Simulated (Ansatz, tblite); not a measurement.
# Ge(iPr)2Cl2 (C₆H₁₄Cl₂Ge): which spin state is lowest

Is the singlet the ground state of Ge(iPr)2Cl2 (C₆H₁₄Cl₂Ge)? Other spin states are computed and compared level by level.

Computed with Ansatz 0.2.0, Gaussian basis. Level: as each input shows.

Levels to be run: triplet, at the geometry of the singlet (GFN1-xTB, GFN2-xTB, PBE0-D4/def2-TZVP, PBE-D4/def2-TZVP, r2SCAN-D4/def2-TZVP); the singlet's energies come from earlier runs.

2 further runs of the same task are left out: 2 set aside as unsound or not needed. Runs told in other sessions of the task aren't counted.

## (1) The structure

The singlet was relaxed beforehand with PBE-D4/def2-SVP.

23 atoms, charge 0, spin multiplicity 1.

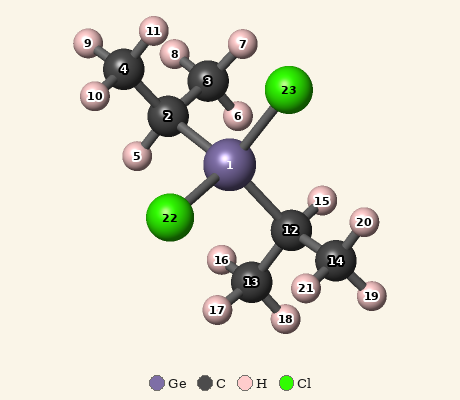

The structure; germanium purple, carbon dark grey, hydrogen pink, chlorine green; atoms are numbered from 1 in the order of the file.

Geometry (Å):

```csv
atom,x (Å),y (Å),z (Å)
Ge1,-0.66453,-0.03749,-0.46404
C2,-0.82082,0.21165,1.49248
C3,-0.08407,-0.92903,2.20694
C4,-2.28938,0.33740,1.90798
H5,-0.29698,1.17491,1.68395
H6,0.99185,-0.97282,1.93826
H7,-0.53473,-1.91295,1.96052
H8,-0.14497,-0.80237,3.30882
H9,-2.37169,0.51068,3.00190
H10,-2.78998,1.17833,1.38801
H11,-2.85053,-0.58935,1.66837
C12,1.13560,-0.19073,-1.27043
C13,1.96642,1.04319,-0.89532
C14,1.03602,-0.41711,-2.78122
H15,1.56813,-1.09534,-0.78729
H16,2.07252,1.16562,0.20254
H17,1.50810,1.97102,-1.29610
H18,2.99000,0.96724,-1.32009
H19,2.04679,-0.54223,-3.22422
H20,0.44137,-1.32106,-3.02006
H21,0.55183,0.44693,-3.28113
Cl22,-1.66552,1.65482,-1.44516
Cl23,-1.79543,-1.85131,-0.97472
```

## (2) Triplet at the fixed geometry, GFN1-xTB

Tight binding, by tblite at 300 K electronic temperature and without a spin-polarisation term:

```python
tblite.interface.Calculator('GFN1-xTB', numbers, positions, charge=0, uhf=2).singlepoint()
```

Energy -824.6053 eV; 0.022 s.

## (3) Triplet at the fixed geometry, GFN2-xTB

Tight binding, by tblite at 300 K electronic temperature and without a spin-polarisation term:

```python
tblite.interface.Calculator('GFN2-xTB', numbers, positions, charge=0, uhf=2).singlepoint()
```

Energy -841.0552 eV; 0.017 s.

## (4) Triplet at the fixed geometry, PBE0-D4/def2-TZVP

in.yaml

```yaml
crystal:
  periodic: [false, false, false]
  atoms:
    - {symbol: Ge, position_ang: [-0.664529, -0.037494, -0.464040]}
    - {symbol: C, position_ang: [-0.820824, 0.211646, 1.492478]}
    - {symbol: C, position_ang: [-0.084075, -0.929031, 2.206937]}
    - {symbol: C, position_ang: [-2.289381, 0.337403, 1.907984]}
    - {symbol: H, position_ang: [-0.296980, 1.174908, 1.683950]}
    - {symbol: H, position_ang: [0.991853, -0.972818, 1.938258]}
    - {symbol: H, position_ang: [-0.534734, -1.912948, 1.960515]}
    - {symbol: H, position_ang: [-0.144966, -0.802366, 3.308824]}
    - {symbol: H, position_ang: [-2.371691, 0.510685, 3.001902]}
    - {symbol: H, position_ang: [-2.789975, 1.178329, 1.388009]}
    - {symbol: H, position_ang: [-2.850530, -0.589346, 1.668374]}
    - {symbol: C, position_ang: [1.135599, -0.190735, -1.270433]}
    - {symbol: C, position_ang: [1.966423, 1.043185, -0.895316]}
    - {symbol: C, position_ang: [1.036019, -0.417112, -2.781217]}
    - {symbol: H, position_ang: [1.568127, -1.095337, -0.787290]}
    - {symbol: H, position_ang: [2.072522, 1.165624, 0.202541]}
    - {symbol: H, position_ang: [1.508100, 1.971021, -1.296098]}
    - {symbol: H, position_ang: [2.990000, 0.967236, -1.320093]}
    - {symbol: H, position_ang: [2.046786, -0.542232, -3.224215]}
    - {symbol: H, position_ang: [0.441373, -1.321065, -3.020061]}
    - {symbol: H, position_ang: [0.551829, 0.446930, -3.281134]}
    - {symbol: Cl, position_ang: [-1.665524, 1.654823, -1.445162]}
    - {symbol: Cl, position_ang: [-1.795431, -1.851308, -0.974724]}
basis:
  gaussian: {orbitals: def2-TZVP}
magnetization: {spin_polarized: true, initial_magnetization: 2}
hamiltonian: {xc: pbe0, dispersion: d4}
scf: {omitted_lower_state_checks: [starts]}
output: {orbitals: {seedname: orbitals}}
```

Command:

```bash
> ansatz run in.yaml --threads 4 --pin off --events-out ev --progress --plain --max-ram 6963MiB
```

Standard output:

```text
Functional definition: PBE0
  name "PBE0"
  cite "Adamo & Barone, J. Chem. Phys. 110, 6158 (1999) doi:10.1063/1.478522"
  cite "Perdew, Burke & Ernzerhof, Phys. Rev. Lett. 77, 3865 (1996) doi:10.1103/PhysRevLett.77.3865"
  parent pbe
  parameter a = 0.25
  parameter kappa = 0.804
  parameter beta = 0.06672455060314922
  exchange = (1 - a)*pbe_x(kappa = kappa, mu = beta*pi^2/3) + a*exact_x
  correlation = pbe_c(beta = beta)
these checks for a lower state are left out or cut short: starts
2633 factors; their error is unknown
the host lacks memory for fits, so the integrals are decomposed
2635 factors; integrals over basis functions are off by at most 1.3e-3 eV
mean field evaluation 1: about -87967.8743 eV, gradient 6.7e1 eV
mean field evaluation 2: about -87926.7809 eV, gradient 1.1e2 eV
mean field evaluation 4: about -87988.5014 eV, gradient 2.2e1 eV
mean field evaluation 8: about -87991.2979 eV, gradient 3.7e-1 eV
mean field evaluation 16: about -87991.3991 eV, gradient 3.3e-2 eV
mean field evaluation 32: about -87991.3991 eV, gradient 5.9e-5 eV
mean field -87991.39914170 eV, -3233.6242757451 hartree, gradient 2.5e-5 eV, S^2 2.010788; 0 other end points of the search recorded, 0 dependent functions left out
reference -87991.39918545 eV, -3233.6242773528 hartree; 59, 57 occupied and 333, 335 virtual orbitals, 2635 factors
Total energy: -87992.02013866 eV, -3233.6470969622 hartree
Checks for a lower state left out: starts
```

Run time: 52 s. Hardware: 4 threads of Arm Neoverse V1, shared host; peak memory 2.5 GiB.

From the report: HOMO -1.81 eV, LUMO -6.00 eV (over both spins; with the spin held, an empty level of the minority spin lies below the top filled one); ⟨S²⟩ 2.011 (pure: 2.00).

## (5) Triplet at the fixed geometry, PBE-D4/def2-TZVP

start.molden holds the orbitals of an earlier run on this state, given as this run's starting guess.

in.yaml: that of step 4 with these lines changed.

```diff
@@ -27,5 +27,5 @@
 basis:
-  gaussian: {orbitals: def2-TZVP}
+  gaussian: {orbitals: def2-TZVP, initial_orbitals: start.molden}
 magnetization: {spin_polarized: true, initial_magnetization: 2}
-hamiltonian: {xc: pbe0, dispersion: d4}
+hamiltonian: {xc: pbe, dispersion: d4}
 scf: {omitted_lower_state_checks: [starts]}
```

Launched as before.

Standard output:

```text
Functional definition: PBE
  name "PBE"
  cite "Perdew, Burke & Ernzerhof, Phys. Rev. Lett. 77, 3865 (1996) doi:10.1103/PhysRevLett.77.3865"
  parent pbe
  parameter kappa = 0.804
  parameter beta = 0.06672455060314922
  exchange = pbe_x(kappa = kappa, mu = beta*pi^2/3)
  correlation = pbe_c(beta = beta)
these checks for a lower state are left out or cut short: starts
2566 factors; their error is unknown
mean field evaluation 1: about -87987.0379 eV, gradient 1.2e1 eV
mean field evaluation 2: about -87987.2755 eV, gradient 3.5e-1 eV
mean field evaluation 4: about -87987.1961 eV, gradient 2.7e-2 eV
mean field evaluation 8: about -87987.1961 eV, gradient 1.6e-4 eV
mean field -87987.19608495 eV, -3233.4698162585 hartree, gradient 1.5e-5 eV, S^2 2.003340; 0 other end points of the search recorded, 0 dependent functions left out
reference -87987.19614464 eV, -3233.4698184519 hartree; 59, 57 occupied and 333, 335 virtual orbitals, 2566 factors
Total energy: -87987.90994305 eV, -3233.4960500596 hartree
Checks for a lower state left out: starts
```

Run time: 22 s. Hardware: 4 threads of Arm Neoverse V1, shared host; peak memory 1.1 GiB.

From the report: HOMO -1.15 eV, LUMO -6.38 eV (over both spins; with the spin held, an empty level of the minority spin lies below the top filled one); ⟨S²⟩ 2.003 (pure: 2.00).

## (6) Triplet at the fixed geometry, r2SCAN-D4/def2-TZVP

in.yaml: that of step 5 with these lines changed.

```diff
@@ -29,3 +29,3 @@
 magnetization: {spin_polarized: true, initial_magnetization: 2}
-hamiltonian: {xc: pbe, dispersion: d4}
+hamiltonian: {xc: r2scan, dispersion: d4}
 scf: {omitted_lower_state_checks: [starts]}
```

Same command.

Standard output:

```text
Functional definition: r2SCAN
  name "r2SCAN"
  cite "Furness, Kaplan, Ning, Perdew & Sun, J. Phys. Chem. Lett. 11, 8208 (2020) doi:10.1021/acs.jpclett.0c02405"
  cite "Furness, Kaplan, Ning, Perdew & Sun, J. Phys. Chem. Lett. 11, 9248 (2020) doi:10.1021/acs.jpclett.0c03077"
  parent r2scan
  parameter k0 = 0.174
  parameter k1 = 0.065
  parameter a1 = 4.9479
  exchange = r2scan_x(k0 = k0, k1 = k1, a1 = a1)
  correlation = r2scan_c
these checks for a lower state are left out or cut short: starts
2566 factors; their error is unknown
mean field evaluation 1: about -88009.1604 eV, gradient 8.0e0 eV
mean field evaluation 2: about -88009.2507 eV, gradient 1.5e-1 eV
mean field evaluation 4: about -88009.1764 eV, gradient 4.0e-3 eV
mean field evaluation 8: about -88009.1764 eV, gradient 2.0e-5 eV
mean field -88009.17635540 eV, -3234.2775762987 hartree, gradient 1.9e-5 eV, S^2 2.009562; 0 other end points of the search recorded, 0 dependent functions left out
reference -88009.17637405 eV, -3234.2775769842 hartree; 59, 57 occupied and 333, 335 virtual orbitals, 2566 factors
Total energy: -88009.37497714 eV, -3234.2848755130 hartree
Checks for a lower state left out: starts
```

Wall time 45 s (4 threads of Arm Neoverse V1, shared host); peak memory 1.2 GiB.

From the report: HOMO -1.17 eV, LUMO -6.42 eV (over both spins; with the spin held, an empty level of the minority spin lies below the top filled one); ⟨S²⟩ 2.010 (pure: 2.00).

## (7) Triplet less singlet, vertical

The singlet's energies are those of its earlier runs, whose logs aren't repeated here.

```csv
level,"triplet less singlet, vertical (kcal/mol)",time
GFN1-xTB,+133.6,0.043 s
GFN2-xTB,+125.7,0.032 s
PBE-D4/def2-TZVP,+122.9,31 s
r2SCAN-D4/def2-TZVP,+128.9,62 s
PBE0-D4/def2-TZVP,+136.3,82 s
```

Times add the two runs; a level without a time comes out of a correlated run. Tight binding without a spin term can't rank spin states.

## (8) Outcome

| quantity | value |
| --- | --- |
| triplet less singlet, vertical, functionals in def2-TZVP | +122.9 (PBE-D4) to +136.3 kcal/mol (PBE0-D4) |

All functionals put the triplet above the singlet, over a spread of 13.4 kcal/mol. The checks for a lower triplet were left out, so another state of that spin may lie lower. These are electronic energies, without zero-point motion, entropy or surroundings.
